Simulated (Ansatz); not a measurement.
**BSiH5 (singlet): the correlation ladder at distance B1–H4 along a hydrogen transfer = 1.427 Å, cc-pVDZ**

How much of the correlation energy of BSiH5 (singlet) does each wave-function method recover here?

Program: Ansatz 0.2.0, Gaussian basis. Level of theory: cc-pVDZ, core rule «outside noble gas», up to 6 orbitals frozen. These are calculated values, not measurements.

The runs, in order: UHF; CCSD(T) on RHF; CCSD(T) on UHF; BCCD(T) on RHF; CISD; CCSDT(Q) on RHF; CCSDT(Q) on UHF; CASSCF and NEVPT2, 2 electrons in 2 orbitals; CASSCF and NEVPT2, 8 electrons in 8 orbitals.

11 further runs of the same task are left out: 1 for a mislabelled method, 9 that didn't finish, 1 set aside as unsound or not needed.

### 1 What is computed

The geometry derives from fragments relaxed apart (PBE0/def2-TZVP) and kept rigid, so it is no stationary point. A hydrogen atom is moved between rigid fragments.

7 atoms, charge 0, spin multiplicity 1.

Atoms are counted from 1 here; the program's logs count them from 0.

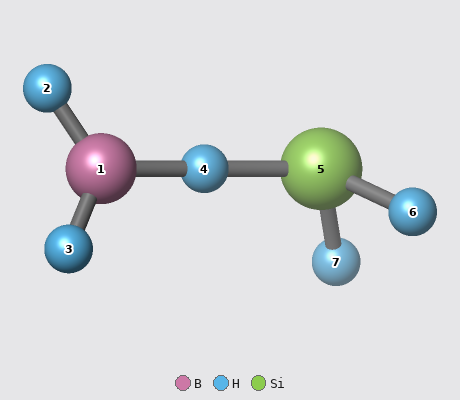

The geometry (boron pink, hydrogen blue, silicon green); atoms are numbered from 1 in the order of the file.

### 2 UHF

The input, in.yaml:

```yaml
crystal:
  periodic: [false, false, false]
  atoms:
    - {symbol: B, position_ang: [-2.118253, 0.040114, 0.000000]}
    - {symbol: H, position_ang: [-2.714986, 1.073685, 0.000000]}
    - {symbol: H, position_ang: [-2.714986, -0.993457, 0.000000]}
    - {symbol: H, position_ang: [-0.691253, 0.040114, 0.000000]}
    - {symbol: Si, position_ang: [0.924747, 0.040114, 0.000000]}
    - {symbol: H, position_ang: [1.536928, -0.834170, 1.090012]}
    - {symbol: H, position_ang: [1.536928, -0.834170, -1.090012]}
basis:
  gaussian: {orbitals: cc-pVDZ}
magnetization: {spin_polarized: true, initial_magnetization: 0}
hamiltonian: {xc: hf}
output: {orbitals: {seedname: orbitals}}
```

Launch:

```
> ansatz run in.yaml --threads 1 --pin off --events-out ev --progress --plain --max-ram 2393MiB
```

After this run come: CCSD(T) on RHF; CCSD(T) on UHF; BCCD(T) on RHF; CISD; CCSDT(Q) on RHF; CCSDT(Q) on UHF; CASSCF and NEVPT2, 2 electrons in 2 orbitals; CASSCF and NEVPT2, 8 electrons in 8 orbitals.

**Question.** What will the summary of the whole plan be? Wanted: RCCSDT(Q) below the RHF energy; RMP2 from RCCSDT(Q); UMP2 from RCCSDT(Q); RCCSD from RCCSDT(Q); RCCSD(T) from RCCSDT(Q); UCCSD(T) from RCCSDT(Q); UCCSDT(Q) from RCCSDT(Q); NEVPT2 pair from RCCSDT(Q); NEVPT2 frontier from RCCSDT(Q).

**Answer**, as computed:

| quantity | value |
| --- | --- |
| RCCSDT(Q) below the RHF energy | -6.8973 eV |
| RMP2 from RCCSDT(Q) | +1581.2 meV |
| UMP2 from RCCSDT(Q) | +1741.3 meV |
| RCCSD from RCCSDT(Q) | +218.7 meV |
| RCCSD(T) from RCCSDT(Q) | +46.3 meV |
| UCCSD(T) from RCCSDT(Q) | +62.9 meV |
| UCCSDT(Q) from RCCSDT(Q) | +0.2 meV |
| NEVPT2 pair from RCCSDT(Q) | +1428.9 meV |
| NEVPT2 frontier from RCCSDT(Q) | +1359.5 meV |
| levels within 1 kcal/mol (43 meV) | RCCSDT, UCCSDT, UCCSDT(Q) |
| T1 diagnostic | 0.019 |

What this shows: RCCSD(T) lands +46.3 meV from the yardstick (0.7 % of the correlation energy). Of the multireference levels listed NEVPT2 frontier comes nearest in total energy (+1359.5 meV), which doesn't show that its space is the better one. These misses are within one basis, not against nature.
